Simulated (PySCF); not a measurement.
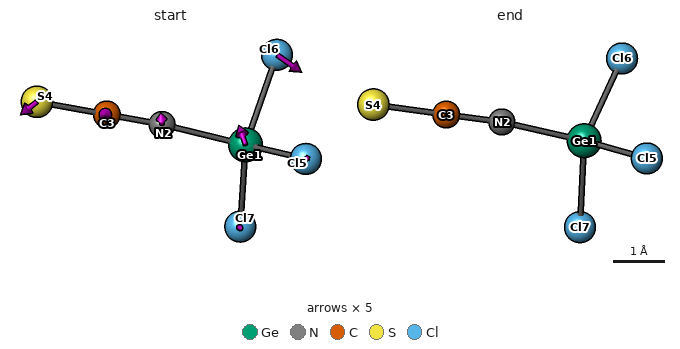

The structure of GeCNSCl3 before (left) and after (right) a relaxation, at one scale. The purple arrows give the displacements, 5 times their true length.

The picture is a ball-and-stick view, seen at a tilt.

The start comes from GFN2-xTB. Its atoms were then displaced at random by about 0.03 Å.

The calculation used PBE0-D3(BJ)/def2-SVP geometry optimisation, gas phase in PySCF 2.14.0, density-fitted response routines. 

### Summarise the run.

The relaxation stopped without meeting its thresholds, so the last structure isn't shown to be converged. The atom that moves furthest after the best rigid fit is Cl6 (0.13 Å). By element the largest moves are Cl 0.13 Å, Ge 0.10 Å, S 0.09 Å, C 0.09 Å, N 0.06 Å. Near-neighbour distances that change, for instance: Ge1–Cl6 2.219 → 2.122 Å, Ge1–Cl5 2.050 → 2.122 Å, Ge1–Cl7 2.065 → 2.124 Å, N2–C3 1.178 → 1.198 Å. Bond angles that change, for instance: N2–C3–S4 172.5° → 179.8°, N2–Ge1–Cl6 102.8° → 109.6°, Cl5–Ge1–Cl7 114.0° → 110.2°. Over 40 geometry steps the energy falls by 22.8 kJ/mol.
